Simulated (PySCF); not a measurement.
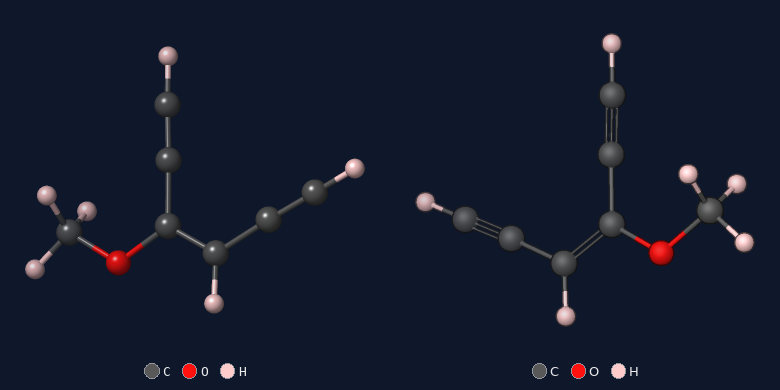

The same structure drawn twice, from different directions.

The geometry was computed by an optimisation with GFN2-xTB. No frequency run is at hand to confirm it as a minimum.

Describe the molecule.

It has 14 atoms: 7 carbon, 6 hydrogen and 1 oxygen (C7H6O). As SMILES it reads `C#C/C=C(\C#C)OC`. It has no ring. Among its groups: ether, alkene, alkyne. This geometry has Cs symmetry. Coordination: 4 C linear; 2 C trigonal planar; 1 O bent; 1 C tetrahedral.

The parts below concern this one geometry. Atoms keep their numbers from picture to picture.

## Electronic properties

No frequency run is at hand to confirm it as a minimum. Method: PBE0/def2-SVPD, gas phase (PySCF 2.14.0). Excitations: vertical, linear response.

What is the mean static polarisability?

Answer. 92.0 bohr³.

What is the lowest vertical singlet excitation?

Answer. 4.48 eV.

What is the HOMO energy (Kohn–Sham orbital)?

Answer. −6.26 eV.

Give the LUMO energy (Kohn–Sham orbital) at this level.

Answer. −1.42 eV.

## Dipole moment

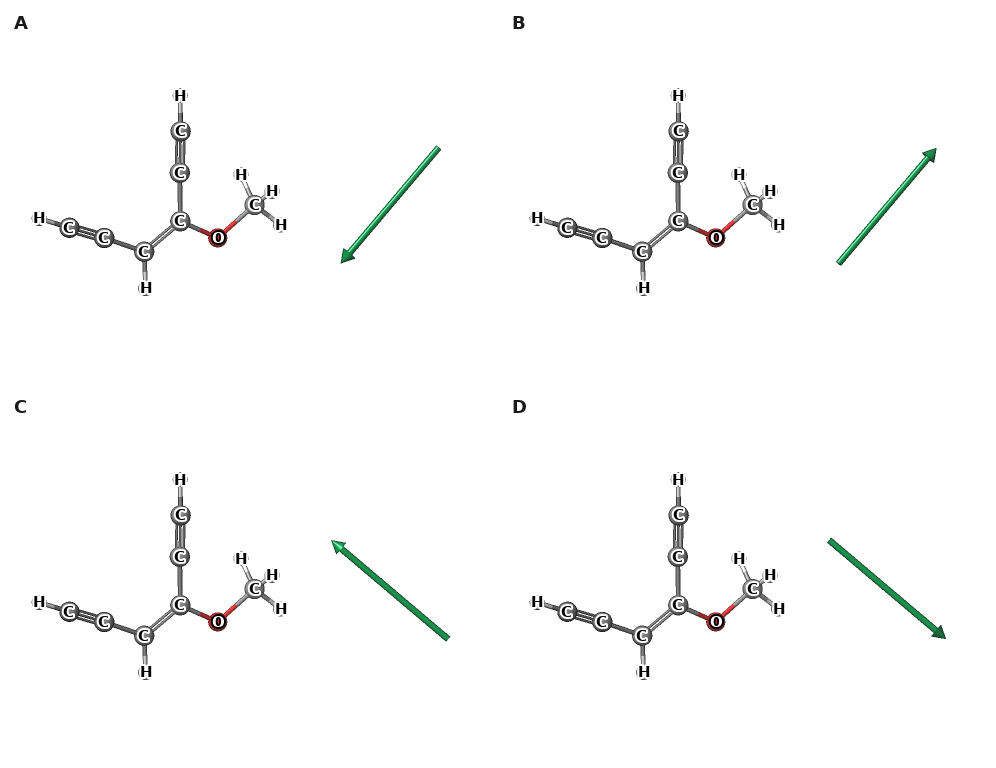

The same molecule four times, each with an arrow. No frequency run is at hand to confirm it as a minimum. Properties computed with PBE0/pcSseg-1, gas phase (PySCF 2.14.0).

Which arrow points along the dipole moment, from the negative to the positive end?

Answer. B. The dipole moment is 2.37 D.

## NMR shielding

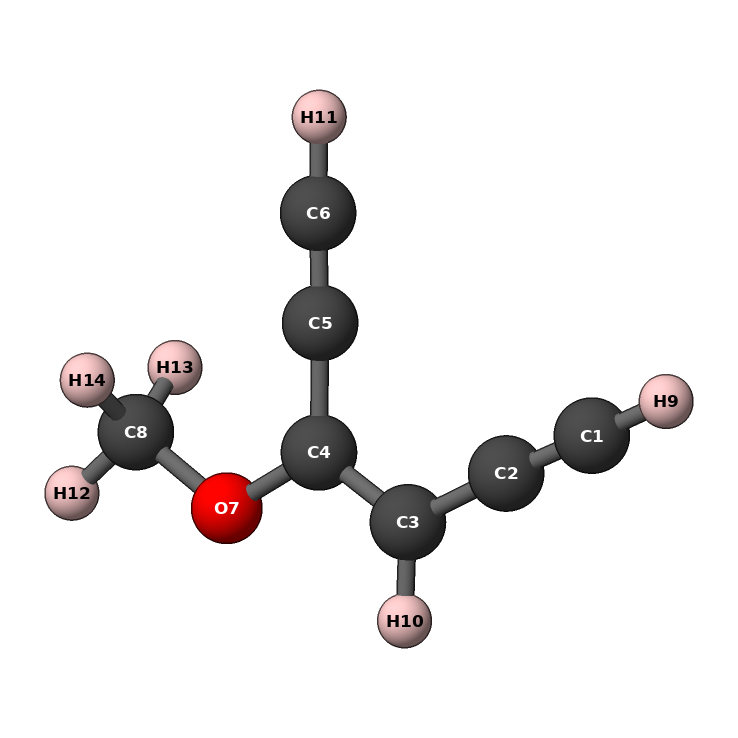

No frequency run is at hand to confirm it as a minimum. Level of theory: GIAO PBE0/pcSseg-1 NMR shielding, non-relativistic, gas phase (PySCF 2.14.0). Principal shieldings σ11 ≤ σ22 ≤ σ33, span Ω = σ33 − σ11, skew κ = 3(σiso − σ22)/Ω.

Give the shielding tensors of the O atoms.

| atom | σ11 | σ22 | σ33 | σiso | Ω | κ |
| --- | --- | --- | --- | --- | --- | --- |
| O7 | 123.8 | 277.5 | 284.4 | 228.6 | 160.7 | −0.91 |

Shieldings and span in ppm.
